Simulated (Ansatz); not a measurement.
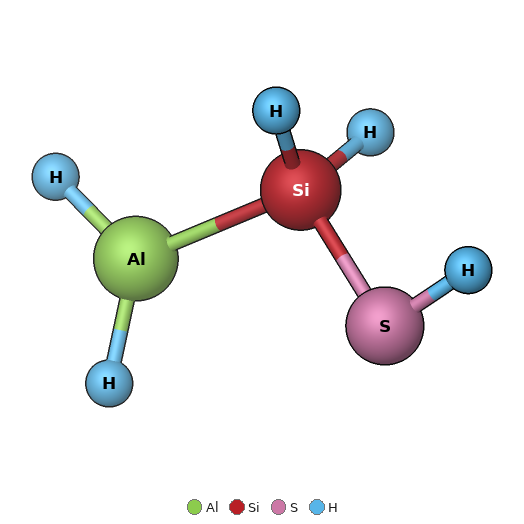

Ball-and-stick drawing of a structure. Every bond is drawn as one stick, whatever its order.

The geometry was computed by an optimisation with PBE0-D4/def2-TZVP.

Description:

Formula AlH₅SSi. As SMILES it reads `[AlH2][SiH2]S`. Among its groups: Si–H bond. The point group is Cs. Coordination: 1 Al trigonal planar; 1 Si tetrahedral; 1 S bent.

More results for the same structure follow; atom numbers are the same in all pictures, views and colours differ.

Shape

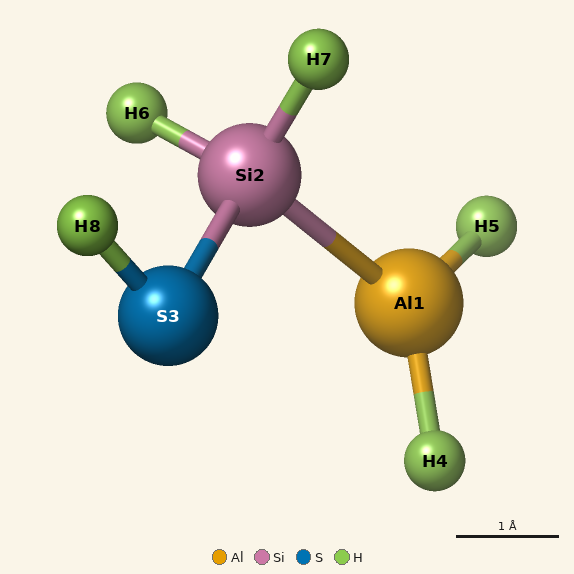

Numbered structure.

Which atoms are bonded, and how long are the bonds?

```tsv
bond	length (Å)
Al1–Si2	2.458
Al1–H4	1.586
Al1–H5	1.588
Si2–S3	2.149
Si2–H6	1.493
Si2–H7	1.493
S3–H8	1.344
```

Electronic properties

Properties computed with RKS PBE0-D4/def2-SVP (Ansatz 0.2.0).

What does the calculation give?

- HOMO energy (Kohn–Sham orbital): −7.21 eV
- LUMO energy (Kohn–Sham orbital): −2.18 eV
- HOMO–LUMO gap: 5.03 eV
- dispersion correction: −14.1 kJ/mol

Dipole moment

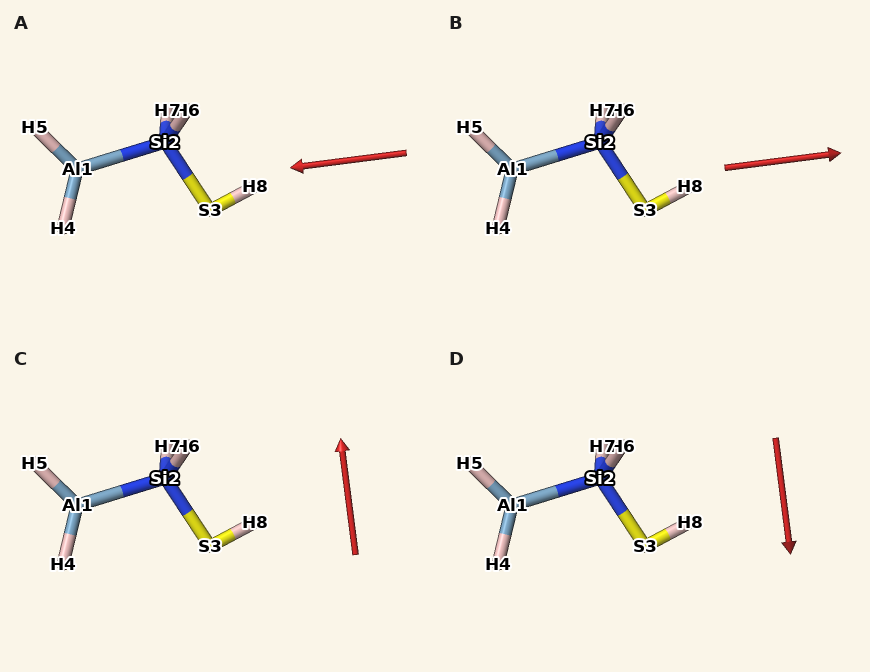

The same molecule four times, each with an arrow. Method: RKS B3LYP-D4/def2-TZVPP (Ansatz 0.2.0).

Question: Which arrow points along the dipole moment, from the negative to the positive end?

Answer: C. The dipole moment is 0.88 D; it points from the side of S3, H4 to the side of H5, H6, H7 (the outermost atoms at the two ends).

Charges

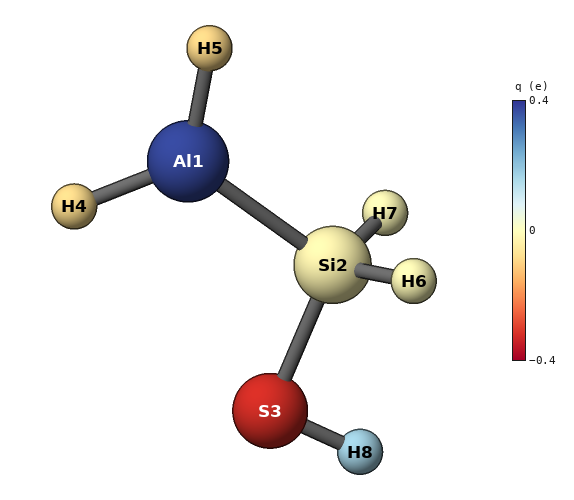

Atoms are coloured by their Mulliken charges. Method: RKS PBE0-D4/def2-TZVP (Ansatz 0.2.0).

List the Mulliken charges.

```csv
atom,value (e)
Al1,0.37
Si2,−0.02
S3,−0.32
H4,−0.08
H5,−0.09
H6,−0.01
H7,−0.01
H8,0.17
```

Mulliken values depend strongly on the basis set and can even reverse the polarity of a bond.
